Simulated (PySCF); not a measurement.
# C₂H₈FNSi: NMR shifts at several levels of theory

How much do the NMR shifts of C₂H₈FNSi (`CN[Si@H](C)F`) depend on the level of theory, and what does each level cost?

Programs: PySCF 2.14.0, with density-fitted response routines of our own. Each step states its level of theory. These are calculated values for one molecule in the gas phase, unless marked as measured. Atoms are numbered from 0 throughout.

### 1 The starting structure

13 atoms, charge 0, multiplicity 1; geometry from: PBE0-D3(BJ)/def2-SVP.

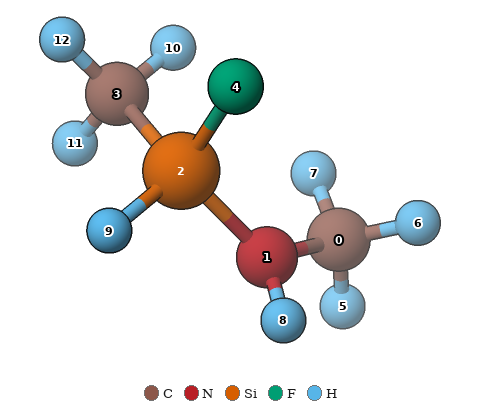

The starting geometry (carbon brown, nitrogen red, silicon orange, fluorine teal, hydrogen blue), atoms numbered; sticks join atoms by distance.

### 2 Nuclear shieldings: PBE0/pcSseg-2

What the job is given:

```
{"job": {"kind": "nmr", "xc": "PBE0", "basis": "pcSseg-2", "pop": false}, "charge": 0, "multiplicity": 1}
C     -1.716802     0.636563     0.102674
N     -1.012045    -0.532753    -0.366348
Si     0.672978    -0.685804    -0.628027
C      1.654400     0.120479     0.730846
F      1.173029     0.027758    -2.015211
H     -2.504404     0.373586     0.829592
H     -2.189658     1.220451    -0.708479
H     -1.021393     1.313147     0.621703
H     -1.612287    -1.225235    -0.800224
H      0.948461    -2.137375    -0.804910
H      1.456335     1.202455     0.781626
H      1.423909    -0.322877     1.711057
H      2.730831    -0.002695     0.537644
```

With the program's defaults for keys left out, this is: GIAO PBE0/pcSseg-2 NMR shielding, non-relativistic, gas phase.

On the command line:

```sh
$ OMP_NUM_THREADS=1 python probes_run.py task.json out
```

The driver reads the jobs from task.json and runs them one after another.

What it wrote:

```text
coarse grid: 10904 points
cycle   1  E = -524.8617561617  dE =  2.137e-01  |g| = 6.819e-01  |ddm| = 2.402e+00
cycle   2  E = -524.7852658580  dE =  7.649e-02  |g| = 9.858e-01  |ddm| = 9.259e-01
cycle   3  E = -524.9459150746  dE = -1.606e-01  |g| = 8.584e-02  |ddm| = 5.689e-01
cycle   4  E = -524.9470679873  dE = -1.153e-03  |g| = 3.396e-02  |ddm| = 5.861e-02
cycle   5  E = -524.9473013744  dE = -2.334e-04  |g| = 7.514e-03  |ddm| = 2.281e-02
cycle   6  E = -524.9473103457  dE = -8.971e-06  |g| = 3.403e-03  |ddm| = 5.624e-03
cycle   7  E = -524.9473127577  dE = -2.412e-06  |g| = 2.604e-04  |ddm| = 1.949e-03
final grid: 99920 points
cycle   8  E = -524.9510036049  dE = -7.793e-05  |g| = 7.373e-03  |ddm| = 2.799e-02
cycle   9  E = -524.9509972986  dE =  6.306e-06  |g| = 9.032e-03  |ddm| = 9.274e-03
cycle  10  E = -524.9510161767  dE = -1.888e-05  |g| = 8.048e-04  |ddm| = 5.507e-03
cycle  11  E = -524.9510162797  dE = -1.029e-07  |g| = 3.593e-04  |ddm| = 5.945e-04
cycle  12  E = -524.9510163050  dE = -2.536e-08  |g| = 5.545e-05  |ddm| = 1.963e-04
cycle  13  E = -524.9510163054  dE = -3.899e-10  |g| = 2.485e-05  |ddm| = 4.171e-05
converged SCF energy = -524.9510163054

GIAO shielding tensors (ppm)
atom      isotropic    diamagn.    paramagn.     s11        s22        s33       span
  0 C      154.260     237.248     -82.988    129.789    148.006    184.984     55.195
  1 N      216.761     319.737    -102.976    181.636    216.417    252.230     70.595
  2 Si     350.082     876.348    -526.266    319.664    342.408    388.174     68.510
  3 C      189.827     246.609     -56.782    178.327    189.602    201.551     23.223
  4 F      317.530     469.540    -152.010    261.323    327.187    364.081    102.758
  5 H       28.629      28.238       0.390     23.765     26.465     35.656     11.891
  6 H       28.504      28.214       0.291     23.438     26.391     35.684     12.247
  7 H       28.612      30.972      -2.359     24.020     29.009     32.808      8.788
  8 H       29.989      31.876      -1.886     22.097     28.481     39.390     17.292
  9 H       26.481      29.147      -2.666     23.478     24.245     31.721      8.243
 10 H       30.615      31.345      -0.730     26.611     29.145     36.089      9.478
 11 H       31.340      30.424       0.916     26.944     28.672     38.402     11.458
 12 H       31.015      28.695       2.319     26.937     28.165     37.942     11.005
```

It took 39 s on 1 thread of Arm Neoverse V1, shared host; peak memory 1.2 GiB.

Shifts follow as δ = σ(reference) − σ, with reference shieldings (ppm) from runs at the same level and on the same kind of geometry: ¹H TMS 31.25, ¹³C TMS 184.1, ²⁹Si TMS 341.3, ¹⁹F CFCl3 175.8, ¹⁵N NH3 261.7. The references are single molecules in the gas phase, so shifts against H2O, NH3, PH3, H3PO4 or CFCl3 are not on the usual liquid scales and can be off by tens of ppm. Atoms listed in one row are averaged.

| atoms | environment | σ (ppm) | δ (ppm) |
| --- | --- | --- | --- |
| C0 | methyl carbon bonded to N | 154.3 | 29.9 |
| C3 | methyl carbon bonded to Si | 189.8 | -5.7 |
| H9 | hydrogen on a silicon bonded to C, F, N | 26.48 | 4.76 |
| H5, H6, H7 | hydrogen on a methyl carbon bonded to N | 28.58 | 2.66 |
| H8 | hydrogen on a nitrogen bonded to C, Si | 29.99 | 1.26 |
| H10, H11, H12 | hydrogen on a methyl carbon bonded to Si | 30.99 | 0.26 |
| N1 | nitrogen bonded to C, Si, H | 216.8 | 44.9 |
| Si2 | silicon bonded to C, F, N, H | 350.1 | -8.8 |
| F4 | fluorine bonded to Si | 317.5 | -141.7 |

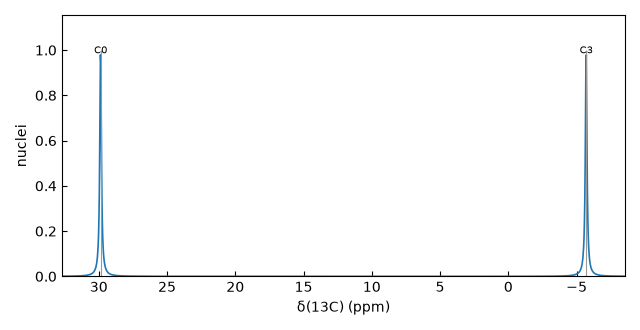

¹³C lines at the computed shifts, without couplings. Lines are broadened to a width of 0.14 ppm (Lorentzian).

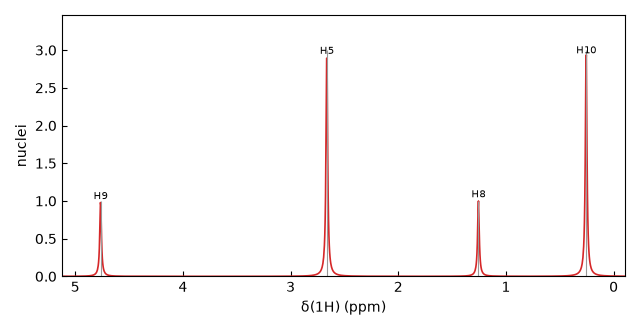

¹H lines at the computed shifts, without couplings. Lines are broadened to a width of 0.02 ppm (Lorentzian).

### 3 Nuclear shieldings: mPW1PW91/pcSseg-2

The job, as its differences from that of step 2:

```diff
@@ -1,2 +1,2 @@
-{"job": {"kind": "nmr", "xc": "PBE0", "basis": "pcSseg-2", "pop": false}, "charge": 0, "multiplicity": 1}
+{"job": {"kind": "nmr", "xc": "mPW1PW91", "basis": "pcSseg-2", "pop": false}, "charge": 0, "multiplicity": 1}
 C     -1.716802     0.636563     0.102674
```

Level: GIAO mPW1PW91/pcSseg-2 NMR shielding, non-relativistic, gas phase.

What it wrote:

```text
coarse grid: 10904 points
cycle   1  E = -525.1976743821  dE =  2.140e-01  |g| = 6.976e-01  |ddm| = 2.398e+00
cycle   2  E = -525.1179470851  dE =  7.973e-02  |g| = 1.009e+00  |ddm| = 9.402e-01
cycle   3  E = -525.2850561712  dE = -1.671e-01  |g| = 8.731e-02  |ddm| = 5.812e-01
cycle   4  E = -525.2862603257  dE = -1.204e-03  |g| = 3.434e-02  |ddm| = 5.959e-02
cycle   5  E = -525.2864987781  dE = -2.385e-04  |g| = 7.754e-03  |ddm| = 2.323e-02
cycle   6  E = -525.2865084950  dE = -9.717e-06  |g| = 3.432e-03  |ddm| = 5.773e-03
cycle   7  E = -525.2865109493  dE = -2.454e-06  |g| = 2.609e-04  |ddm| = 1.973e-03
final grid: 99920 points
cycle   8  E = -525.2892225683  dE = -7.264e-05  |g| = 5.883e-03  |ddm| = 2.666e-02
cycle   9  E = -525.2892190212  dE =  3.547e-06  |g| = 7.086e-03  |ddm| = 7.357e-03
cycle  10  E = -525.2892305476  dE = -1.153e-05  |g| = 5.883e-04  |ddm| = 4.277e-03
cycle  11  E = -525.2892305953  dE = -4.770e-08  |g| = 3.378e-04  |ddm| = 4.863e-04
cycle  12  E = -525.2892306183  dE = -2.303e-08  |g| = 4.515e-05  |ddm| = 1.844e-04
cycle  13  E = -525.2892306186  dE = -2.967e-10  |g| = 1.931e-05  |ddm| = 3.539e-05
converged SCF energy = -525.2892306186

GIAO shielding tensors (ppm)
atom      isotropic    diamagn.    paramagn.     s11        s22        s33       span
  0 C      153.448     237.582     -84.134    129.128    147.199    184.017     54.889
  1 N      216.468     319.733    -103.265    181.833    215.777    251.794     69.961
  2 Si     349.599     876.505    -526.906    319.394    341.567    387.836     68.442
  3 C      189.065     246.668     -57.603    177.768    188.801    200.626     22.859
  4 F      318.646     469.629    -150.982    262.740    327.944    365.255    102.515
  5 H       28.688      28.240       0.448     23.852     26.527     35.686     11.834
  6 H       28.565      28.208       0.356     23.531     26.453     35.710     12.179
  7 H       28.675      31.033      -2.358     24.088     29.066     32.871      8.783
  8 H       30.063      31.944      -1.880     22.183     28.558     39.449     17.266
  9 H       26.567      29.213      -2.647     23.568     24.337     31.794      8.226
 10 H       30.667      31.345      -0.678     26.686     29.211     36.103      9.417
 11 H       31.383      30.424       0.959     27.018     28.743     38.389     11.371
 12 H       31.063      28.671       2.392     27.010     28.231     37.949     10.939
```

Wall time 39 s (1 thread of Arm Neoverse V1, shared host); peak memory 1.2 GiB.

In short: δ C0 30.1, C3 -5.5, N1 44.0, Si2 -9.6, H9 4.73, H5 2.65 ppm (means over like atoms).

### 4 Nuclear shieldings: WP04/pcSseg-2

The job, as its differences from that of step 3:

```diff
@@ -1,2 +1,2 @@
-{"job": {"kind": "nmr", "xc": "mPW1PW91", "basis": "pcSseg-2", "pop": false}, "charge": 0, "multiplicity": 1}
+{"job": {"kind": "nmr", "xc": "WP04", "basis": "pcSseg-2", "pop": false}, "charge": 0, "multiplicity": 1}
 C     -1.716802     0.636563     0.102674
```

Level: GIAO WP04/pcSseg-2 NMR shielding, non-relativistic, gas phase.

What it wrote:

```text
coarse grid: 10904 points
cycle   1  E = -533.4666449547  dE =  2.241e-01  |g| = 1.129e+00  |ddm| = 2.366e+00
cycle   2  E = -533.1115752245  dE =  3.551e-01  |g| = 1.813e+00  |ddm| = 1.583e+00
cycle   3  E = -533.6861125337  dE = -5.745e-01  |g| = 1.807e-01  |ddm| = 1.137e+00
cycle   4  E = -533.6911589178  dE = -5.046e-03  |g| = 7.660e-02  |ddm| = 1.264e-01
cycle   5  E = -533.6924052713  dE = -1.246e-03  |g| = 1.602e-02  |ddm| = 4.881e-02
cycle   6  E = -533.6924436290  dE = -3.836e-05  |g| = 8.179e-03  |ddm| = 1.242e-02
cycle   7  E = -533.6924564396  dE = -1.281e-05  |g| = 1.021e-03  |ddm| = 4.342e-03
cycle   8  E = -533.6924566525  dE = -2.129e-07  |g| = 2.020e-04  |ddm| = 8.879e-04
final grid: 99920 points
cycle   9  E = -533.6985333633  dE = -1.240e-04  |g| = 8.291e-03  |ddm| = 3.634e-02
cycle  10  E = -533.6985206918  dE =  1.267e-05  |g| = 1.090e-02  |ddm| = 1.073e-02
cycle  11  E = -533.6985489469  dE = -2.826e-05  |g| = 1.223e-03  |ddm| = 6.726e-03
cycle  12  E = -533.6985491512  dE = -2.043e-07  |g| = 6.031e-04  |ddm| = 8.624e-04
cycle  13  E = -533.6985492178  dE = -6.655e-08  |g| = 1.100e-04  |ddm| = 3.222e-04
cycle  14  E = -533.6985492198  dE = -2.004e-09  |g| = 2.455e-05  |ddm| = 8.623e-05
cycle  15  E = -533.6985492199  dE = -1.021e-10  |g| = 7.651e-06  |ddm| = 1.521e-05
converged SCF energy = -533.6985492199

GIAO shielding tensors (ppm)
atom      isotropic    diamagn.    paramagn.     s11        s22        s33       span
  0 C      139.829     237.917     -98.088    115.978    132.919    170.590     54.612
  1 N      207.548     320.026    -112.478    180.603    200.969    241.073     60.470
  2 Si     351.861     878.436    -526.575    325.579    339.361    390.643     65.064
  3 C      177.011     245.604     -68.593    167.245    176.917    186.871     19.627
  4 F      332.736     472.994    -140.257    279.219    335.992    382.998    103.780
  5 H       29.100      28.817       0.283     24.615     26.988     35.698     11.083
  6 H       28.967      28.815       0.152     24.308     26.904     35.687     11.379
  7 H       29.155      31.852      -2.697     24.800     29.431     33.234      8.434
  8 H       30.498      32.114      -1.617     22.911     29.102     39.480     16.569
  9 H       27.517      29.829      -2.312     24.558     25.331     32.661      8.104
 10 H       31.038      31.885      -0.847     27.402     29.726     35.987      8.585
 11 H       31.639      30.979       0.661     27.627     29.299     37.991     10.364
 12 H       31.373      28.851       2.522     27.619     28.788     37.712     10.093
```

Wall time 40 s (1 thread of Arm Neoverse V1, shared host); peak memory 1.2 GiB.

This run: δ C0 32.3, C3 -4.9, N1 37.2, Si2 -23.9, H9 4.09, H5 2.54 ppm (means over like atoms).

### 5 Shielding tensors: B97-2/pcSseg-2

The job, as its differences from that of step 4:

```diff
@@ -1,2 +1,2 @@
-{"job": {"kind": "nmr", "xc": "WP04", "basis": "pcSseg-2", "pop": false}, "charge": 0, "multiplicity": 1}
+{"job": {"kind": "nmr", "xc": "B97-2", "basis": "pcSseg-2", "pop": false}, "charge": 0, "multiplicity": 1}
 C     -1.716802     0.636563     0.102674
```

Method: GIAO B97-2/pcSseg-2 NMR shielding, non-relativistic, gas phase.

What it wrote:

```text
coarse grid: 10904 points
cycle   1  E = -525.1718524286  dE =  2.022e-01  |g| = 7.207e-01  |ddm| = 2.409e+00
cycle   2  E = -525.0720608557  dE =  9.979e-02  |g| = 1.078e+00  |ddm| = 1.010e+00
cycle   3  E = -525.2652756937  dE = -1.932e-01  |g| = 9.401e-02  |ddm| = 6.456e-01
cycle   4  E = -525.2667423482  dE = -1.467e-03  |g| = 3.667e-02  |ddm| = 6.614e-02
cycle   5  E = -525.2670146016  dE = -2.723e-04  |g| = 8.600e-03  |ddm| = 2.482e-02
cycle   6  E = -525.2670271405  dE = -1.254e-05  |g| = 3.766e-03  |ddm| = 6.628e-03
cycle   7  E = -525.2670301253  dE = -2.985e-06  |g| = 3.146e-04  |ddm| = 2.208e-03
final grid: 99920 points
cycle   8  E = -525.2662381409  dE = -8.814e-05  |g| = 9.229e-03  |ddm| = 3.111e-02
cycle   9  E = -525.2662247233  dE =  1.342e-05  |g| = 1.310e-02  |ddm| = 9.305e-03
cycle  10  E = -525.2662493741  dE = -2.465e-05  |g| = 1.019e-03  |ddm| = 5.988e-03
cycle  11  E = -525.2662494962  dE = -1.221e-07  |g| = 3.579e-04  |ddm| = 6.459e-04
cycle  12  E = -525.2662495263  dE = -3.006e-08  |g| = 8.179e-05  |ddm| = 2.594e-04
cycle  13  E = -525.2662495273  dE = -1.056e-09  |g| = 3.214e-05  |ddm| = 5.695e-05
cycle  14  E = -525.2662495275  dE = -2.225e-10  |g| = 3.332e-06  |ddm| = 1.842e-05
converged SCF energy = -525.2662495275

GIAO shielding tensors (ppm)
atom      isotropic    diamagn.    paramagn.     s11        s22        s33       span
  0 C      153.088     237.966     -84.878    128.859    146.781    183.624     54.765
  1 N      216.956     320.118    -103.162    184.650    214.908    251.311     66.661
  2 Si     359.452     876.731    -517.279    330.022    351.115    397.220     67.198
  3 C      188.934     246.584     -57.650    178.124    188.557    200.120     21.996
  4 F      322.140     469.982    -147.842    267.436    330.759    368.224    100.788
  5 H       28.737      28.262       0.475     23.932     26.590     35.687     11.755
  6 H       28.610      28.261       0.349     23.603     26.507     35.719     12.116
  7 H       28.737      31.300      -2.562     24.194     29.098     32.921      8.727
  8 H       30.159      32.047      -1.888     22.324     28.663     39.490     17.166
  9 H       26.702      29.383      -2.681     23.706     24.476     31.924      8.218
 10 H       30.741      31.513      -0.771     26.807     29.304     36.112      9.305
 11 H       31.445      30.558       0.887     27.126     28.846     38.362     11.236
 12 H       31.138      28.654       2.484     27.123     28.347     37.944     10.821
```

Run time: 38 s. Hardware: 1 thread of Arm Neoverse V1, shared host; peak memory 1.2 GiB.

This run: δ C0 30.4, C3 -5.5, N1 42.6, Si2 -11.9, H9 4.66, H5 2.66 ppm (means over like atoms).

### 6 Nuclear shieldings: BHandHLYP/pcSseg-2

The job, as its differences from that of step 5:

```diff
@@ -1,2 +1,2 @@
-{"job": {"kind": "nmr", "xc": "B97-2", "basis": "pcSseg-2", "pop": false}, "charge": 0, "multiplicity": 1}
+{"job": {"kind": "nmr", "xc": "BHandHLYP", "basis": "pcSseg-2", "pop": false}, "charge": 0, "multiplicity": 1}
 C     -1.716802     0.636563     0.102674
```

Level: GIAO BHandHLYP/pcSseg-2 NMR shielding, non-relativistic, gas phase.

What it wrote:

```text
coarse grid: 10904 points
cycle   1  E = -525.1393438599  dE =  2.512e-01  |g| = 6.239e-01  |ddm| = 2.365e+00
cycle   2  E = -525.1376556562  dE =  1.688e-03  |g| = 6.952e-01  |ddm| = 6.481e-01
cycle   3  E = -525.2098151457  dE = -7.216e-02  |g| = 5.176e-02  |ddm| = 3.294e-01
cycle   4  E = -525.2101674871  dE = -3.523e-04  |g| = 2.776e-02  |ddm| = 3.866e-02
cycle   5  E = -525.2103278461  dE = -1.604e-04  |g| = 5.359e-03  |ddm| = 1.861e-02
cycle   6  E = -525.2103327744  dE = -4.928e-06  |g| = 1.726e-03  |ddm| = 3.397e-03
final grid: 99920 points
cycle   7  E = -525.2142690791  dE = -3.041e-05  |g| = 3.603e-03  |ddm| = 1.906e-02
cycle   8  E = -525.2142688556  dE =  2.234e-07  |g| = 3.747e-03  |ddm| = 4.150e-03
cycle   9  E = -525.2142718075  dE = -2.952e-06  |g| = 3.128e-04  |ddm| = 2.121e-03
cycle  10  E = -525.2142718222  dE = -1.472e-08  |g| = 1.491e-04  |ddm| = 2.328e-04
cycle  11  E = -525.2142718265  dE = -4.266e-09  |g| = 2.963e-05  |ddm| = 8.818e-05
cycle  12  E = -525.2142718266  dE = -1.485e-10  |g| = 8.609e-06  |ddm| = 2.009e-05
converged SCF energy = -525.2142718266

GIAO shielding tensors (ppm)
atom      isotropic    diamagn.    paramagn.     s11        s22        s33       span
  0 C      155.175     234.063     -78.888    132.274    148.803    184.447     52.172
  1 N      220.896     319.607     -98.710    188.291    218.966    255.432     67.141
  2 Si     360.517     874.751    -514.234    333.605    348.421    399.525     65.921
  3 C      189.582     244.402     -54.820    178.944    189.193    200.610     21.667
  4 F      331.382     470.292    -138.910    278.668    338.183    377.295     98.627
  5 H       28.854      28.439       0.416     24.008     26.688     35.867     11.859
  6 H       28.755      28.384       0.371     23.734     26.653     35.877     12.143
  7 H       28.873      30.726      -1.853     24.215     29.295     33.110      8.895
  8 H       30.325      32.168      -1.844     22.315     28.731     39.928     17.614
  9 H       26.981      29.189      -2.208     23.927     24.705     32.311      8.384
 10 H       30.825      31.342      -0.517     26.840     29.311     36.324      9.484
 11 H       31.510      30.502       1.009     27.146     28.869     38.516     11.371
 12 H       31.202      28.885       2.316     27.120     28.309     38.177     11.057
```

It took 37 s on 1 thread of Arm Neoverse V1, shared host; peak memory 1.2 GiB.

In short: δ C0 29.1, C3 -5.3, N1 38.9, Si2 -14.8, H9 4.47, H5 2.62 ppm (means over like atoms).

### 7 NMR shieldings: CAM-B3LYP/pcSseg-2

The job, as its differences from that of step 6:

```diff
@@ -1,2 +1,2 @@
-{"job": {"kind": "nmr", "xc": "BHandHLYP", "basis": "pcSseg-2", "pop": false}, "charge": 0, "multiplicity": 1}
+{"job": {"kind": "nmr", "xc": "CAM-B3LYP", "basis": "pcSseg-2", "pop": false}, "charge": 0, "multiplicity": 1}
 C     -1.716802     0.636563     0.102674
```

With the program's defaults for keys left out, this is: GIAO CAM-B3LYP/pcSseg-2 NMR shielding, non-relativistic, gas phase.

What it wrote:

```text
coarse grid: 10904 points
cycle   1  E = -525.1681304206  dE =  2.599e-01  |g| = 6.739e-01  |ddm| = 2.366e+00
cycle   2  E = -525.1392986496  dE =  2.883e-02  |g| = 8.597e-01  |ddm| = 7.451e-01
cycle   3  E = -525.2478538509  dE = -1.086e-01  |g| = 6.602e-02  |ddm| = 3.995e-01
cycle   4  E = -525.2484624232  dE = -6.086e-04  |g| = 3.286e-02  |ddm| = 4.637e-02
cycle   5  E = -525.2486702084  dE = -2.078e-04  |g| = 7.274e-03  |ddm| = 2.191e-02
cycle   6  E = -525.2486792036  dE = -8.995e-06  |g| = 2.405e-03  |ddm| = 4.637e-03
final grid: 99920 points
cycle   7  E = -525.2541921119  dE = -5.220e-05  |g| = 4.841e-03  |ddm| = 2.055e-02
cycle   8  E = -525.2541906685  dE =  1.443e-06  |g| = 5.502e-03  |ddm| = 5.440e-03
cycle   9  E = -525.2541967952  dE = -6.127e-06  |g| = 4.597e-04  |ddm| = 2.939e-03
cycle  10  E = -525.2541968237  dE = -2.848e-08  |g| = 2.219e-04  |ddm| = 3.133e-04
cycle  11  E = -525.2541968322  dE = -8.460e-09  |g| = 5.500e-05  |ddm| = 1.259e-04
cycle  12  E = -525.2541968326  dE = -4.075e-10  |g| = 1.407e-05  |ddm| = 3.006e-05
converged SCF energy = -525.2541968326

GIAO shielding tensors (ppm)
atom      isotropic    diamagn.    paramagn.     s11        s22        s33       span
  0 C      153.513     233.459     -79.947    129.523    146.832    184.183     54.660
  1 N      216.437     318.263    -101.826    181.910    215.331    252.070     70.159
  2 Si     339.895     875.208    -535.314    308.867    331.969    378.848     69.981
  3 C      188.020     244.262     -56.241    176.274    188.065    199.721     23.447
  4 F      319.811     469.867    -150.056    264.889    328.623    365.920    101.031
  5 H       28.689      28.525       0.164     23.848     26.577     35.642     11.794
  6 H       28.581      28.429       0.152     23.554     26.521     35.668     12.114
  7 H       28.688      30.356      -1.667     24.131     29.095     32.839      8.708
  8 H       30.130      32.052      -1.922     22.325     28.702     39.363     17.038
  9 H       26.675      28.979      -2.304     23.678     24.450     31.897      8.220
 10 H       30.693      31.189      -0.495     26.777     29.255     36.048      9.271
 11 H       31.406      30.388       1.017     27.083     28.800     38.334     11.251
 12 H       31.086      29.034       2.052     27.077     28.274     37.907     10.830
```

Run time: 52 s. Hardware: 1 thread of Arm Neoverse V1, shared host; peak memory 1.4 GiB.

Key values: δ C0 29.0, C3 -5.5, N1 45.4, Si2 -10.9, H9 4.66, H5 2.68 ppm (means over like atoms).

(Part 1 of 2 ends here.)
